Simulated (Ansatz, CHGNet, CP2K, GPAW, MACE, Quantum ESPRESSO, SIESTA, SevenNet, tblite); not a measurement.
# Pt(100)/Be(0001) interface (64 atoms) in tblite

Aim: run Pt(100)/Be(0001) interface (64 atoms) in tblite and see how near its forces come to a plane-wave reference, and at what cost.

Method: the method is named at each step, in tblite 0.8.0.

## (1) Starting point

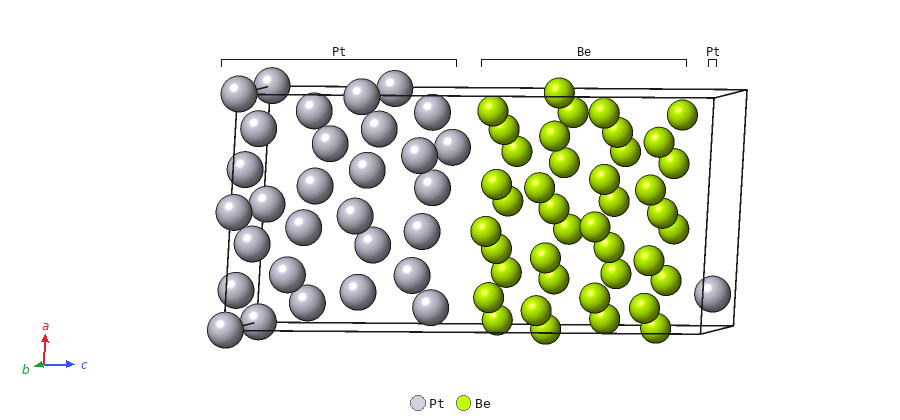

The cell as given, from the side, with the c axis across the page (platinum light grey, beryllium green). Some periodic images of atoms are drawn too.

The cell holds 64 atoms: 24 Pt and 40 Be. Its edges and angles: a = 7.883 Å, b = 6.126 Å, c = 15.503 Å, α = 90.0°, β = 90.0°, γ = 108.8°. Fcc Pt(100), 4 repeat layers, 6 surface cells, strained +0.45 and -1.26 %; hcp Be(0001), 2 layers, 10 cells, -0.45 and +1.29 %; outer planes 2.22 Å apart and 2.02 Å at the second interface of the periodic stack; not relaxed, displaced by a Gaussian of 0.02 Å. Then every atom was moved at random, 0.05 Å r.m.s. a Cartesian component. Regions: Pt, 24 atoms (24 Pt); Be, 40 atoms (40 Be). The structure's axis is c.

The yardstick, on the same geometry:

| Property | Result |
| --- | --- |
| method | Kohn-Sham DFT, PBE, SSSP efficiency 1.3.0 pseudopotentials, plane waves (Quantum ESPRESSO 7.5); sssp-pbe-1.3.0-efficiency, cutoffs 45/360 Ry, Γ point |
| r.m.s. force component | 0.7729 eV/Å |
| longest force | 2.882 eV/Å |
| pressure | 4.039 GPa |
| time | 2.3 min on 2 MPI ranks of Arm Neoverse V1, shared host |
| CPU time | 4.5 min |

## (2) GFN1-xTB

Method: GFN1-xTB tight binding, diagonalisation.

Input file run.py:

```python
import numpy as np
from ase.io import read
from tblite.ase import TBLite

atoms = read("structure.xyz")
atoms.calc = TBLite(method="GFN1-xTB", electronic_temperature=580, accuracy=1.0, max_iterations=250, mixer_damping=0.1, verbosity=1)
energy = atoms.get_potential_energy()
forces = atoms.get_forces()
print(f"energy {energy:.6f} eV")
print("forces (eV/A)")
for i, (a, f) in enumerate(zip(atoms, forces)):
    print(f"{i:4d} {a.symbol:2s} {f[0]:10.5f} {f[1]:10.5f} {f[2]:10.5f}")
stress = -atoms.get_stress(voigt=False) * 160.21766
print("stress (GPa, compression positive)")
for row in stress:
    print(" ".join(f"{x:10.4f}" for x in row))
print("charges (e)")
print(np.array2string(atoms.get_charges(), precision=4, suppress_small=True, max_line_width=110, threshold=100000))
```

Input file structure.xyz:

```xyz
64
Lattice="7.88350 0.00000 0.00000 -1.97134 5.80046 0.00000 0.00000 0.00000 15.50256" Properties=species:S:1:pos:R:3 pbc="T T T"
Pt 3.94419 3.93410 0.00899
Pt 4.00467 1.90534 1.94433
Pt 3.98575 3.82668 3.96168
Pt 3.95596 1.97627 5.77904
Pt 5.90145 1.91270 0.00403
Pt 5.95702 0.05725 2.01967
Pt 5.88998 2.00934 3.94230
Pt 5.88192 0.00615 5.99344
Pt -0.05415 3.82065 15.42040
Pt 0.07069 2.00980 1.93332
Pt -0.07973 3.80429 3.88587
Pt -0.03873 1.95458 5.93919
Pt 2.03658 1.96415 0.01721
Pt -0.07965 5.73770 1.90914
Pt 2.01498 2.02842 3.95222
Pt -0.07429 5.75696 5.96849
Pt 3.93517 0.02448 0.07178
Pt 2.04893 3.84385 2.00448
Pt 1.90648 5.70812 3.99594
Pt 1.95525 3.82836 5.86074
Pt -1.94958 5.76937 0.00264
Pt 5.96317 3.79188 2.11796
Pt 7.82816 0.01856 4.00881
Pt 5.91754 3.89043 5.98492
Be 1.57232 0.54130 8.07342
Be -1.01079 5.04350 9.93916
Be 1.57895 0.45406 11.62475
Be -0.91907 5.10417 13.46552
Be -0.27382 3.96850 8.17341
Be 6.92007 2.77030 9.86598
Be -0.28750 4.05771 11.63932
Be -0.92437 2.85139 13.45700
Be -0.34868 1.67152 8.07575
Be 6.94178 0.46056 9.93296
Be -0.25289 1.55110 11.54507
Be 6.88378 0.47442 13.49219
Be 5.61745 5.13016 8.17093
Be 5.13115 3.96815 10.01620
Be 5.55493 5.18631 11.80566
Be 4.93463 4.03654 13.43514
Be 5.67400 2.82204 8.15233
Be 4.92934 1.62738 9.95450
Be 5.60019 2.84484 11.84954
Be 4.92061 1.64402 13.52304
Be 5.62600 0.47987 8.18101
Be 3.04971 5.19188 9.84831
Be 5.66255 0.42407 11.70381
Be 3.03395 5.07563 13.43467
Be 3.51233 3.94524 8.21341
Be 3.00937 2.92691 9.93916
Be 3.71084 3.93294 11.71373
Be 2.91947 2.81868 13.45669
Be 3.65133 1.58150 8.17853
Be 3.03552 0.50528 10.01310
Be 3.61208 1.76172 11.67064
Be 3.09148 0.44385 13.41995
[... 4 atom lines left out ...]
Be 1.69250 2.84089 8.12815
Be 1.03970 1.66148 9.83622
Be 1.76355 2.80974 11.78257
Be 0.98149 1.76989 13.50862
```

Launch:

```bash
$ OMP_NUM_THREADS=1 python run.py > output.txt
```

The log of the run:

```text
------------------------------------------------------------
  cycle        total energy    energy error   density error
------------------------------------------------------------
      1     -107.1200309885  -1.0691788E+02   1.2071022E+00
      2      102.9040330828   2.1002406E+02   1.6587388E+00
      3     -99.93619638925  -2.0284023E+02   1.2289090E+00
      4     -136.5604556462  -3.6624259E+01   8.1085664E-01
      5     -125.6497920109   1.0910664E+01   5.1745415E-01
      6     -84.01891427051   4.1630878E+01   7.3056053E-01
      7     -137.5265177590  -5.3507603E+01   2.3312588E-01
      8     -137.9136246495  -3.8710689E-01   1.2896623E-01
      9     -138.5058356731  -5.9221102E-01   9.9244708E-02
     10     -139.0159853602  -5.1014969E-01   5.1313173E-02
     11     -139.0954385317  -7.9453171E-02   4.5478898E-02
     12     -139.1606471417  -6.5208610E-02   3.3557691E-02
     13     -139.1970885677  -3.6441426E-02   2.8594222E-02
     14     -139.2046730685  -7.5845008E-03   1.8105168E-02
     15     -139.2188169350  -1.4143867E-02   1.0090084E-02
     16     -139.2189287036  -1.1176854E-04   5.5996106E-03
     17     -139.2210599790  -2.1312754E-03   3.3080521E-03
     18     -139.2209407190   1.1926005E-04   2.6711369E-03
     19     -139.2211095809  -1.6886191E-04   1.3553883E-03
     20     -139.2211210774  -1.1496537E-05   1.3976543E-03
     21     -139.2212576284  -1.3655097E-04   6.1350122E-04
     22     -139.2212523817   5.2466657E-06   4.0716512E-04
     23     -139.2212698465  -1.7464820E-05   1.2049324E-04
     24     -139.2212701855  -3.3900324E-07   4.9348225E-05
     25     -139.2212701067   7.8824229E-08   4.7536247E-05
     26     -139.2212701998  -9.3112931E-08   2.1364560E-05
     27     -139.2212702107  -1.0830263E-08   1.6136351E-05
------------------------------------------------------------
 total:                                   4.073 sec
energy -3788.403727 eV
forces (eV/A)
   0 Pt   -0.28386   -0.02577   -0.59168
   1 Pt   -0.66135   -0.42318    0.02973
   2 Pt   -0.42485    1.48334    0.29137
   3 Pt   -0.69644   -0.89001    1.59472
   4 Pt    0.40094   -0.09142   -0.75891
   5 Pt    0.14555   -0.56740    0.33914
   6 Pt   -0.02790   -2.54719    0.91859
   7 Pt    0.30301    0.03860    0.00488
   8 Pt    0.52261    0.52490   -0.66864
   9 Pt   -0.50542   -1.42875    0.04485
  10 Pt    1.09010    1.29719    1.15075
  11 Pt    0.03879   -0.31796   -0.50852
  12 Pt    0.11527   -0.65525   -0.42200
  13 Pt    0.97528    1.04850    0.79567
  14 Pt   -0.89811   -2.34738    0.06251
  15 Pt    1.03596    0.06452   -0.62495
  16 Pt   -0.07441   -0.68345   -0.68169
  17 Pt    0.09216    0.96972   -0.66130
  18 Pt    0.57100    1.01601   -0.39049
  19 Pt    0.27630    0.59199    1.53850
  20 Pt    0.28071    0.25412   -0.19848
  21 Pt   -0.65849    1.18862   -2.07969
  22 Pt    0.62680    0.99040   -0.13370
  23 Pt   -0.28858    0.02180    1.75723
[...]
56 Be    0.32119   -0.44003   -1.07598
  57 Be   -0.65892   -0.00407   -0.10312
  58 Be    0.36332   -0.16190   -0.60320
  59 Be   -0.33554    0.62124    0.71951
  60 Be    0.03524    0.13742   -0.45725
  61 Be   -0.46535    0.34165    0.01825
  62 Be   -0.26655   -0.33836   -0.90053
  63 Be   -0.45246   -0.50825   -0.21928
stress (GPa, compression positive)
   32.1494     8.6277    -1.2889
    8.6277    25.0793     0.6291
   -1.2889     0.6291    24.8422
charges (e)
[-0.2427  0.0159  0.0256 -0.1669 -0.229  -0.0147  0.0308 -0.2428 -0.2417 -0.001   0.0242 -0.21   -0.2203
 -0.0123  0.001  -0.2337 -0.1991  0.0024 -0.0088 -0.1955 -0.2278  0.0269 -0.0016 -0.2248  0.1184  0.0048
 -0.0049  0.1407  0.1444 -0.0075  0.0101  0.1299  0.1285  0.0116 -0.0134  0.1368  0.1325  0.0096  0.0245
  0.1464  0.1017  0.0166 -0.0167  0.1497  0.0995  0.0087 -0.005   0.1278  0.1289  0.0024  0.0101  0.1288
  0.0815  0.0066 -0.0063  0.1228  0.1233 -0.0055  0.0088  0.108   0.1     0.0031 -0.0065  0.1457]
```

It took 4.6 s on 1 thread of Arm Neoverse V1, shared host; peak memory 0.12 GiB.

Banners, paths, timers and routine set-up lines are dropped from the logs unmarked, and long logs keep their key lines alone; longer cuts are marked.

Against the reference:

```
r.m.s. force component                  : 0.6783 eV/Å
r.m.s. difference of force components   : 324 meV/Å
longest difference of force vectors     : 1699 meV/Å
force difference over r.m.s. force      : 41.91 %
slope of forces against the reference's : 0.7972
correlation of force components         : 0.9084
pressure                                : 27.36 GPa
pressure difference                     : 23.32 GPa
```

Length of the force difference by element (eV/Å):

| element | atoms | mean | most |
| --- | --- | --- | --- |
| Be | 40 | 0.39 | 0.73 |
| Pt | 24 | 0.64 | 1.7 |

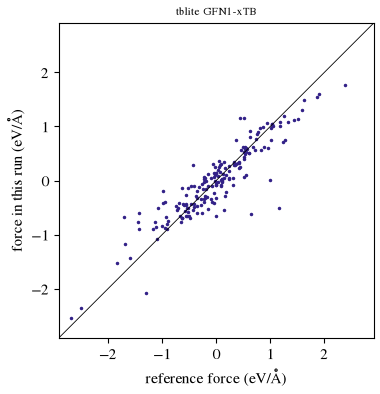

Force components against those of the reference; the line marks equality.

A closer look about Pt7, whose charge lies farthest from its element's mean: 13 atoms, nearest first, numbered in the order of the input, with positions taken from that point.

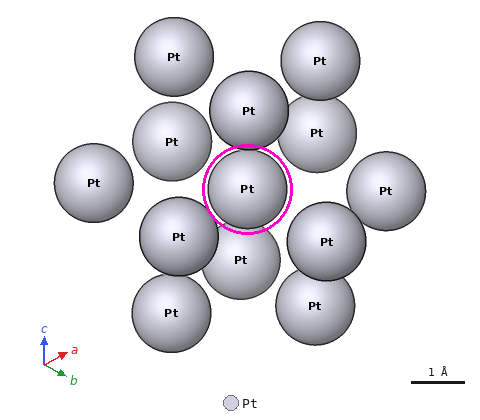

The atoms of the table, within 2.9 Å (arrows a, b, c point along x, y, z); some may hide others; the central atom is ringed.

| atom | x | y | z | distance (Å) | Mulliken charge (e) | Fx | Fy | Fz (eV/Å) |
| --- | --- | --- | --- | --- | --- | --- | --- | --- |
| Pt7 | 0.00 | 0.00 | 0.00 | 0.00 | 0.03 | -0.03 | -2.55 | 0.92 |
| Pt22 | 0.07 | 1.78 | -1.82 | 2.55 | 0.03 | -0.66 | 1.19 | -2.08 |
| Pt11 | 1.91 | 1.79 | -0.06 | 2.62 | 0.02 | 1.09 | 1.30 | 1.15 |
| Pt3 | -1.90 | 1.82 | 0.02 | 2.63 | 0.03 | -0.42 | 1.48 | 0.29 |
| Pt4 | -1.93 | -0.03 | 1.84 | 2.67 | -0.17 | -0.70 | -0.89 | 1.59 |
| Pt6 | 0.07 | -1.95 | -1.92 | 2.74 | -0.01 | 0.15 | -0.57 | 0.34 |
| Pt2 | -1.89 | -0.10 | -2.00 | 2.75 | 0.02 | -0.66 | -0.42 | 0.03 |
| Pt24 | 0.03 | 1.88 | 2.04 | 2.78 | -0.22 | -0.29 | 0.02 | 1.76 |
| Pt23 | 1.94 | -1.99 | 0.07 | 2.78 | 0.00 | 0.63 | 0.99 | -0.13 |
| Pt12 | 1.95 | -0.05 | 2.00 | 2.79 | -0.21 | 0.04 | -0.32 | -0.51 |
| Pt8 | -0.01 | -2.00 | 2.05 | 2.87 | -0.24 | 0.30 | 0.04 | 0.00 |
| Pt10 | 2.06 | 0.00 | -2.01 | 2.88 | 0.00 | -0.51 | -1.43 | 0.04 |
| Pt19 | -2.01 | -2.10 | 0.05 | 2.91 | -0.01 | 0.57 | 1.02 | -0.39 |

Atoms are counted from 1 here, from 0 in the log.

Forces lie 42 % from the reference's, at 0.017 times its CPU time (on 1 against 2 cores).

## (3) Summary of results

```yaml
force_difference_from_the_reference: tblite GFN1-xTB, 42 %
its_cpu_time: 4.6 s
```

Tight binding differs by 42 % (tblite GFN1-xTB); it is another model, with fitted parameters of its own, and the xTB methods hold dispersion. One electronic-structure run takes under half the reference's CPU time: tblite GFN1-xTB, at 42 % in 4.6 s against 4.5 min; its pressure misses by +23.3 GPa. Periodic xTB results under one method name differ between programs and library versions. The reference's pressure holds the uncorrected Pulay stress of its 45 Ry basis, so small pressure differences, and their order, may be the reference's own error. The cell is under 6 Å thick along one periodic direction, so every atom has periodic images of itself close by, which move with it and show among its neighbours and in g(r). The reference's stress is far from hydrostatic: its diagonal is 15.2, -0.5, -2.6 GPa, compression counted positive. The host structure and its lattice constant were typed by rule, without a check against the phase diagram. The reference's pressure of 4.0 GPa belongs to a cell and atoms that aren't relaxed at this level. The electronic-structure runs sample only Γ, in a cell whose shortest periodic width is 6 Å, which is coarse for a cell with partly filled levels. Spin–orbit coupling is left out, which matters for the levels of the heavy elements.

[Also dropped from logs without a mark: logging warnings of Python, and SIESTA's first energy breakdown and zero terms.]

[Logs are printed without paths, hosts, clocks, repeated set-up lines and the standing remarks that a program may print on its own settings, such as how far it seeks lower states.]

[Hosts, paths, dates, database ids (printed as entryN), source tags and the programs' standing remarks are cut or masked in the printed files.]
